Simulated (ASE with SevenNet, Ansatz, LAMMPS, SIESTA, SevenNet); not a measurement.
# Running amorphous Zn13Cd21Se12S22 (68 atoms) with machine-learned potentials

Wanted: machine-learned potentials inputs and outputs for amorphous Zn13Cd21Se12S22 (68 atoms), checked against a plane-wave reference.

Method: the method is named at each step, in ASE with SevenNet.

**1. Starting point**

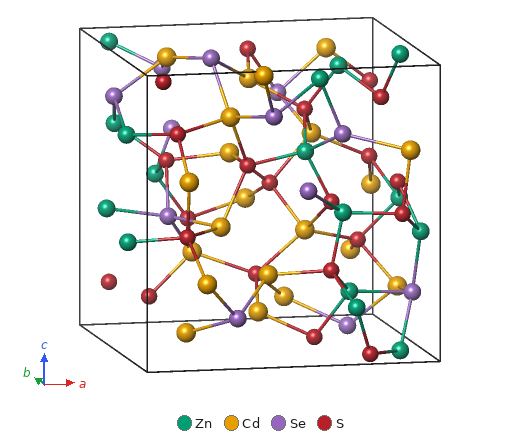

The cell as given, slightly off an axis (zinc teal, cadmium orange, selenium purple, sulfur red). Bonds to atoms that aren't drawn are left out. Some periodic images of atoms are drawn too.

The cell holds 68 atoms: 13 Zn, 21 Cd, 12 Se and 22 S. Cell: a = 11.980 Å, b = 11.980 Å, c = 11.980 Å, α = 90.0°, β = 90.0°, γ = 90.0°. 68 atoms (13 Zn, 21 Cd, 12 Se, 22 S) placed at random at 4.7 g/cm³, melted at 2500 K for 10 ps at fixed volume with the Stillinger-Weber II-VI potential (Zhou et al., Phys. Rev. B 88, 085309 (2013)). Quenched from 2500 K to 300 K at 100 K/ps and fixed volume, annealed at 700 K for 50 ps, held 5 ps.

The yardstick, on the same geometry:

| Item | Value |
| --- | --- |
| method | Kohn-Sham DFT, PBE, PAW, plane waves (Ansatz 0.2.0); cutoff 420 eV, Γ point, fermi-dirac smearing of 0.05 eV; PAW set soft_2 |
| r.m.s. force component | 0.503 eV/Å |
| longest force | 1.874 eV/Å |
| SCF cycles | 14 |
| time | 21 s on 16 threads of Arm Neoverse N1, shared host |
| CPU time | 4.7 min |

**2. SevenNet 0 potential**

Method: machine-learned interatomic potential SevenNet 0, trained on PBE(+U) plane-wave data.

run.py reads:

```python
import numpy as np
from ase.io import read
import mlip  # loads the published weights by name

atoms = read("structure.xyz")
atoms.calc = mlip.calc("7net-0")
energy = atoms.get_potential_energy()
forces = atoms.get_forces()
print(f"energy {energy:.6f} eV")
print("forces (eV/A)")
for i, (a, f) in enumerate(zip(atoms, forces)):
    print(f"{i:4d} {a.symbol:2s} {f[0]:10.5f} {f[1]:10.5f} {f[2]:10.5f}")
```

structure.xyz reads:

```xyz
68
Lattice="11.98020 0.00000 0.00000 0.00000 11.98020 0.00000 0.00000 0.00000 11.98020" Properties=species:S:1:pos:R:3 pbc="T T T"
Zn 1.13429 11.70885 11.45307
Zn 8.59987 0.13753 2.28151
Zn 9.18091 3.96724 2.30870
Zn 11.02897 2.95528 0.00958
Zn 7.61581 5.00377 7.85194
Zn 0.34767 5.21426 8.75309
Zn 7.63426 2.48601 11.18963
Zn 2.70130 10.36623 6.27439
Zn 0.03606 3.59694 4.68318
Zn 8.51265 2.19118 5.80105
Zn 9.23362 6.12272 11.08995
Zn 0.81945 9.37259 8.53985
Zn 11.98008 7.24359 5.46800
Cd 2.57802 0.52713 3.37267
Cd 4.05793 4.54828 4.99574
Cd 4.78441 0.07571 11.79930
Cd 6.50968 10.86293 5.07002
Cd 2.39652 3.51739 0.95183
Cd 8.77598 8.93963 7.92574
Cd 11.15920 1.67783 8.30024
Cd 9.80052 10.78841 11.03652
Cd 3.75483 8.34169 3.40190
Cd 4.34893 4.12311 9.49718
Cd 11.75413 11.29589 5.37336
Cd 11.83452 6.94995 1.94858
Cd 5.64495 3.03327 3.25334
Cd 2.14038 1.83704 7.30433
Cd 7.70267 9.15551 1.32058
Cd 8.05477 6.97703 4.35348
Cd 5.75828 5.32232 1.38874
Cd 5.93463 7.72555 10.42577
Cd 10.68742 10.32957 2.92772
Cd 5.11567 7.61713 7.47301
Cd 2.58077 7.76101 11.40575
Se 8.67283 2.94162 8.84678
Se 3.89488 5.57678 11.65757
Se 5.56900 1.68502 9.85635
Se 6.73719 0.62261 6.97775
Se 10.05307 8.08951 0.23301
Se 0.34611 7.43347 9.96309
Se 3.74369 11.91922 7.81073
Se 4.08980 1.68777 1.75294
Se 11.81847 4.22997 2.14026
Se 7.82103 10.82483 9.29652
Se 3.01494 10.49106 10.53611
Se 2.43534 6.86897 5.12357
S 11.43366 5.13915 6.47075
S 1.98632 8.31654 1.66872
S 6.18334 7.53758 2.55538
S 8.62982 4.77351 5.81938
S 10.57396 4.38487 10.03749
S 0.98717 11.09750 1.84675
S 11.18891 9.16473 6.86873
S 6.42786 10.07631 11.23024
S 9.38169 1.11416 0.22068
S 2.68932 8.30623 7.14631
[... 8 atom lines left out ...]
S 2.04286 3.47462 8.98815
S 7.89208 4.59177 0.40625
S 1.15920 2.18627 11.34824
S 10.41870 7.86716 3.72716
```

Run with:

```console
$ OMP_NUM_THREADS=4 python run.py > output.txt
```

Output:

```text
energy -190.403748 eV
forces (eV/A)
   0 Zn   -0.02921    0.35146    0.46072
   1 Zn    0.22107   -0.19607    0.15772
   2 Zn   -0.16839   -0.45406    0.00228
   3 Zn    0.20664   -0.37447   -0.42628
   4 Zn    0.18973    0.07231   -0.21418
   5 Zn    0.42597    0.15296   -0.42540
   6 Zn   -0.09948   -0.25766   -0.41404
   7 Zn    0.49998    0.57047   -0.13328
   8 Zn    0.28730    0.06679    0.69483
   9 Zn   -0.31105    0.17213    0.14725
  10 Zn    0.09137   -0.18266   -0.30111
  11 Zn   -0.26759   -0.08982    0.36063
  12 Zn   -0.81534   -0.08095    0.43831
  13 Cd   -0.80028   -0.79589    0.50543
  14 Cd    0.01756    0.10796    0.14572
  15 Cd   -0.16093   -0.09990   -0.36024
  16 Cd   -0.18936    0.97415   -0.15690
  17 Cd    0.12444    0.43916    0.04736
  18 Cd    0.65646   -0.19055   -0.63400
  19 Cd   -0.22697   -0.23943    0.25562
  20 Cd   -0.13157   -0.26159    0.20761
  21 Cd    0.26627   -0.36097   -0.56624
  22 Cd    0.53034   -0.38586   -0.16677
  23 Cd    0.18093   -0.08104    0.27828
[...]
60 S     0.00030   -0.65170   -0.04392
  61 S    -0.12199   -0.31162    0.12497
  62 S    -0.26804    0.85959   -0.14695
  63 S     0.42303    0.62653   -0.30031
  64 S    -1.01771    1.18631    0.12888
  65 S     0.69749   -0.47072   -0.06691
  66 S    -0.63990   -0.91916    0.04709
  67 S     0.07821   -0.04365    0.63146
```

Run time: 14 s. Hardware: 4 threads of Arm Neoverse N1, shared host; peak memory 0.7 GiB.

Banners, paths, timers and routine set-up lines are dropped from the logs unmarked, and long logs keep their key lines alone; longer cuts are marked.

Compared with the plane-wave run:

```yaml
r_m_s_force_component: 0.4269 eV/Å
r_m_s_difference_of_force_components: 140.7 meV/Å
longest_difference_of_force_vectors: 520 meV/Å
force_difference_over_r_m_s_force: 27.97 %
slope_of_forces_against_the_reference_s: 0.8211
correlation_of_force_components: 0.9674
```

Length of the force difference by element (eV/Å):

```
element  atoms  mean  most
     Cd     21  0.18  0.34
      S     22  0.23  0.47
     Se     12  0.27  0.52
     Zn     13  0.22  0.39
```

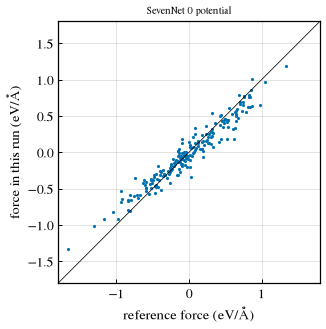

Force components against those of the reference; the line marks equality.

The surroundings of Zn5, picked at random, nearest first, numbered as they follow in the input and with coordinates relative to it.

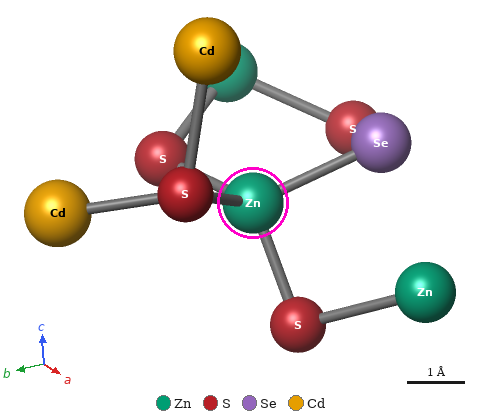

The atoms of the table, within 3.8 Å (arrows a, b, c point along x, y, z); some may hide others; the central atom is ringed.

```
atom      x      y      z  distance (Å)  bonds     Fx     Fy  Fz (eV/Å)
 Zn5   0.00   0.00   0.00          0.00      4   0.19   0.07      -0.21
 S50   1.01  -0.23  -2.03          2.28      3  -0.31   0.10      -0.67
 S60  -2.32   0.19  -0.52          2.38      4  -0.06  -0.66       0.07
 S61   0.41   1.91   1.40          2.40      4   0.00  -0.65      -0.04
Se35   1.06  -2.06   0.99          2.52      3   0.18  -0.08       0.33
Zn10   0.90  -2.81  -2.05          3.59      4  -0.31   0.17       0.15
Cd33  -2.50   2.61  -0.38          3.64      3   0.13   0.66      -0.09
 S51   2.96  -0.62   2.19          3.73      3  -0.53  -0.35       0.55
Cd23  -3.27  -0.88   1.65          3.76      4   0.53  -0.39      -0.17
Zn11   1.62   1.12   3.24          3.79      4   0.09  -0.18      -0.30
```

Atoms are counted from 1 here, from 0 in the log.

Forces lie 28 % from the reference's, at 0.048 times its CPU time (on 4 against 16 cores).

**3. What came out**

- force difference from the reference: SevenNet 0 potential, 28 %
- its CPU time: 14 s

**Reading.** Machine-learned potentials differ by 28 % (SevenNet 0 potential); they were trained on other programs' data. Among those trained on PBE data the slope goes as low as 0.82, which softening far from their training structures can give, though the reference's k-sampling is untested too. Machine-learned potentials mimic data converged in k, so the reference's own k-point error enters their differences. The quench rate of 100 K/ps is many orders above laboratory rates, so the cell is likely richer in defects and strain than a real sample. The network of bonds at the start is that of the classical potential that made the cell, and needn't be the one that DFT or experiment would give. The electronic-structure runs sample only Γ, in a cell whose shortest periodic width is 12 Å, which is coarse for a cell with partly filled levels.

[Also dropped from logs without a mark: logging warnings of Python, and SIESTA's first energy breakdown and zero terms.]

[Logs are printed without paths, hosts, clocks, repeated set-up lines and the standing remarks that a program may print on its own settings, such as how far it seeks lower states.]

[Hosts, paths, dates, database ids (printed as entryN), source tags and the programs' standing remarks are cut or masked in the printed files.]
